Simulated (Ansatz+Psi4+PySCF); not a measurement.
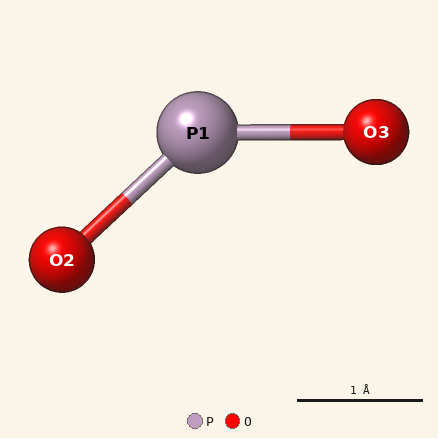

The picture comes from a calculation with Ansatz+Psi4+PySCF.

Orthographic view. Distant atoms are faded towards the background colour. Charge 0, doublet. Geometry: a fixed input geometry, not necessarily a minimum.

Write a Z-matrix (Å, degrees) in the order of the atom numbers, with these reference atoms: 2 to 1; 3 to 1, 2.

```
P  
O    1   1.497
O    1   1.437   2   135.3
```
